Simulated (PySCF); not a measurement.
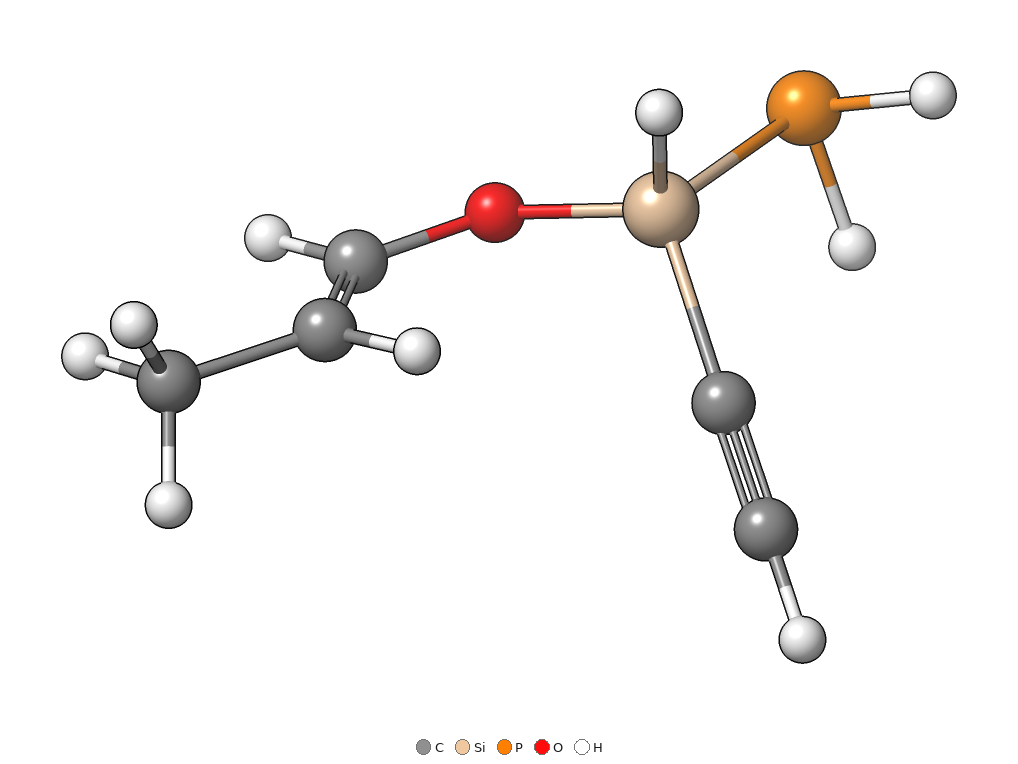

The computed structure is the end point of a GFN2-xTB optimisation. No frequency run is at hand to confirm it as a minimum. Properties computed with PBE0/def2-SVPD, gas phase (PySCF 2.14.0). Excitations: vertical, linear response.

What does the calculation give?

The species is C₅H₉OPSi (`C#C[Si@@H](P)O/C=C/C`).
- dipole moment: 1.59 D
- HOMO energy (Kohn–Sham orbital): −6.73 eV
- LUMO energy (Kohn–Sham orbital): −0.53 eV
- HOMO–LUMO gap: 6.20 eV
- mean static polarisability: 115.1 bohr³
- lowest vertical singlet excitation: 5.15 eV
- its oscillator strength: 0.001
- brightest of the 8 lowest singlets: 6.23 eV
- its oscillator strength: 0.08

The geometry is semi-empirical. Around P, Si such bond lengths and angles can be off by a tenth of an ångström or more and by several degrees, and values that hang on the shape move with them.
